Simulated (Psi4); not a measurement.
# BF (charge +1): single-point calculation

The run: single-point calculation of BF (13768-60-0), charge +1, multiplicity 2. Method and program: HF/aug-pcseg-1, UHF (Psi4 1.11).

The geometry is that of the parent species in another charge or spin state. The geometry comes from this level: PBE0-D4/def2-TZVP.

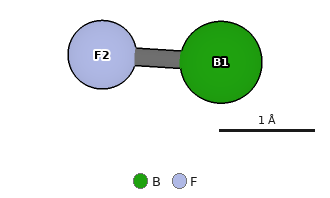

*The input geometry (ball-and-stick view, seen at a tilt; atoms are numbered from 1 in the order of the input).*

Summary

```json
{"quantity": "outcome", "value": "converged"}
{"quantity": "total energy", "value": "−123.705910 hartree"}
{"quantity": "basis functions", "value": "46"}
{"quantity": "⟨S²⟩", "value": "0.753"}
{"quantity": "hardware", "value": "1 thread of Intel Xeon @ 2.70GHz, 189 GiB of memory available, shared host"}
{"quantity": "wall time", "value": "2.5 s"}
{"quantity": "peak memory", "value": "0.19 GiB"}
```

Input file (job.in)
```
memory 1600 mb

molecule mol {
  1 2
  B      0.000000     0.000000    -0.009350
  F      0.000000     0.000000     1.253740
  symmetry c1
}

set globals {
  reference uhf
  puream    true
  scf_type  pk
  maxiter   100
}

e_tot = energy("hf/aug-pcseg-1")
```

Launched with:
```bash
psi4 -n 1 job.in job.out
```

Output
```
Psi4 1.11 release

   => Loading Basis Set <=

    Name: AUG-PCSEG-1
    Role: ORBITAL
    Keyword: BASIS

         ---------------------------------------------------------
                                   SCF
                              UHF Reference
                        1 Threads,   1525 MiB Core
         ---------------------------------------------------------

  ==> Geometry <==

    Molecular point group: c1
    Full point group: C_inf_v

    Geometry (in Angstrom), charge = 1, multiplicity = 2:

       Center              X                  Y                   Z               Mass
    ------------   -----------------  -----------------  -----------------  -----------------
         B            0.000000000000     0.000000000000    -0.799684288877    11.009305360000
         F            0.000000000000     0.000000000000     0.463405711123    18.998403162730

  Running in c1 symmetry.

  Rotational constants: A = ************  B =      1.51595  C =      1.51595 [cm^-1]
  Rotational constants: A = ************  B =  45446.91637  C =  45446.91637 [MHz]
  Nuclear repulsion =   18.852951476260600

  Charge       = 1
  Multiplicity = 2
  Electrons    = 13
  Nalpha       = 7
  Nbeta        = 6

  ==> Algorithm <==

  SCF Algorithm Type is PK.
  DIIS enabled.
  MOM disabled.
  Fractional occupation disabled.
  Guess Type is SAD.
  Energy threshold   = 1.00e-06
  Density threshold  = 1.00e-06
  Integral threshold = 1.00e-12

  ==> Primary Basis <==

  Basis Set: AUG-PCSEG-1
    Blend: AUG-PCSEG-1
    Number of shells: 18
    Number of basis functions: 46
    Number of Cartesian functions: 50
    Spherical Harmonics?: true
    Max angular momentum: 2

  ==> Integral Setup <==

  Using in-core PK algorithm.
   Calculation information:
      Number of atoms:                   2
      Number of AO shells:              18
      Number of primitives:             32
      Number of atomic orbitals:        50
      Number of basis functions:        46

      Integral cutoff                 1.00e-12
      Number of threads:                 1

  Performing in-core PK
  Using 1169642 doubles for integral storage.
  We computed 14706 shell quartets total.
  Whereas there are 14706 unique shell quartets.

  ==> DiskJK: Disk-Based J/K Matrices <==

    J tasked:                  Yes
    K tasked:                  Yes
    wK tasked:                  No
    Memory [MiB]:             1144
    Schwarz Cutoff:          1E-12

  Minimum eigenvalue in the overlap matrix is 2.3242989145E-03.
  Reciprocal condition number of the overlap matrix is 5.6519328145E-04.
    Using symmetric orthogonalization.

  ==> Pre-Iterations <==

  SCF Guess: Superposition of Atomic Densities via on-the-fly atomic UHF (no occupation information).

   -------------------------
    Irrep   Nso     Nmo
   -------------------------
     A         46      46
   -------------------------
    Total      46      46
   -------------------------

  ==> Iterations <==

                        Total Energy        Delta E     RMS |[F,P]|

   @UHF iter SAD:  -123.32081437080534   -1.23321e+02   0.00000e+00
   @UHF iter   1:  -123.63506043919892   -3.14246e-01   7.24676e-03 DIIS/ADIIS
   @UHF iter   2:  -123.68829933378903   -5.32389e-02   4.76847e-03 DIIS/ADIIS
   @UHF iter   3:  -123.70447104696868   -1.61717e-02   9.10627e-04 DIIS/ADIIS
   @UHF iter   4:  -123.70577776424854   -1.30672e-03   2.06608e-04 DIIS/ADIIS
   @UHF iter   5:  -123.70589608302421   -1.18319e-04   6.22891e-05 DIIS
   @UHF iter   6:  -123.70590666075495   -1.05777e-05   2.67662e-05 DIIS
   @UHF iter   7:  -123.70590931034184   -2.64959e-06   1.01764e-05 DIIS
   @UHF iter   8:  -123.70590980148786   -4.91146e-07   2.39506e-06 DIIS
   @UHF iter   9:  -123.70590982774459   -2.62567e-08   3.96285e-07 DIIS
  Energy and wave function converged.

  ==> Post-Iterations <==

   @Spin Contamination Metric:   3.242724400E-03
   @S^2 Expected:                7.500000000E-01
   @S^2 Observed:                7.532427244E-01
   @S   Expected:                5.000000000E-01
   @S   Observed:                5.000000000E-01

    Orbital Energies [Eh]
    ---------------------

    Alpha Occupied:

       1A    -26.685872     2A     -8.195311     3A     -2.023664
       4A     -1.173873     5A     -1.050396     6A     -1.050396
       7A     -0.892100

    Alpha Virtual:

       8A     -0.248617     9A     -0.248617    10A     -0.117130
      11A     -0.096054    12A     -0.078454    13A     -0.078454
      14A     -0.014728    15A     -0.002654    16A     -0.002654
      17A      0.026376    18A      0.026376    19A      0.034139
      20A      0.093232    21A      0.093232    22A      0.147589
      23A      0.188155    24A      0.237133    25A      0.237133
      26A      0.374700    27A      0.481463    28A      0.491839
      29A      0.491839    30A      0.692869    31A      0.692869
      32A      0.931065    33A      1.193445    34A      1.193445
      35A      1.397602    36A      1.397602    37A      1.689824
      38A      1.689824    39A      1.746839    40A      1.928919
      41A      2.347420    42A      2.781599    43A      2.781599
      44A      2.968270    45A      2.968270    46A      3.670228

    Beta Occupied:

       1A    -26.686409     2A     -8.157115     3A     -2.021492
       4A     -1.157370     5A     -1.058670     6A     -1.058670

    Beta Virtual:

       7A     -0.336674     8A     -0.181648     9A     -0.181648
      10A     -0.098169    11A     -0.087026    12A     -0.071089
      13A     -0.071089    14A     -0.001797    15A      0.000698
      16A      0.000698    17A      0.028548    18A      0.028548
      19A      0.040421    20A      0.098389    21A      0.098389
      22A      0.155352    23A      0.232526    24A      0.252937
      25A      0.252937    26A      0.429610    27A      0.494064
      28A      0.494064    29A      0.506871    30A      0.711757
      31A      0.711757    32A      0.939246    33A      1.195203
      34A      1.195203    35A      1.440169    36A      1.440169
      37A      1.730787    38A      1.730787    39A      1.767889
      40A      1.961588    41A      2.358608    42A      2.777675
      43A      2.777675    44A      2.975896    45A      2.975896
      46A      3.678142

    Final Occupation by Irrep:
              A
    DOCC [     6 ]
    SOCC [     1 ]
    NA   [     7 ]
    NB   [     6 ]

  @UHF Final Energy:  -123.70590982774459

   => Energetics <=

    Nuclear Repulsion Energy =             18.8529514762605999
    One-Electron Energy =                -203.9063736015697543
    Two-Electron Energy =                  61.3475122975645846
    Total Energy =                       -123.7059098277445912

  UHF NO Occupations:
  HONO-2 :    5  A 1.9992285
  HONO-1 :    6  A 1.9992285
  HONO-0 :    7  A 1.0000000
  LUNO+0 :    8  A 0.0007715
  LUNO+1 :    9  A 0.0007715
  LUNO+2 :   10  A 0.0000750
  LUNO+3 :   11  A 0.0000032

Computation Completed

Properties will be evaluated at   0.000000,   0.000000,   0.000000 [a0]

Properties computed using the SCF density matrix

 Multipole Moments:

 ------------------------------------------------------------------------------------
     Multipole            Electronic (a.u.)      Nuclear  (a.u.)        Total (a.u.)
 ------------------------------------------------------------------------------------

 L = 1.  Multiply by 2.5417464519 to convert [e a0] to [Debye]
 Dipole X            :         -0.0000000            0.0000000           -0.0000000
 Dipole Y            :          0.0000000            0.0000000            0.0000000
 Dipole Z            :         -1.9414772            0.3254674           -1.6160098
 Magnitude           :                                                    1.6160098

 ------------------------------------------------------------------------------------

	total time  =          1 seconds =       0.02 minutes

    Psi4 run time: 0:00:01.14
```
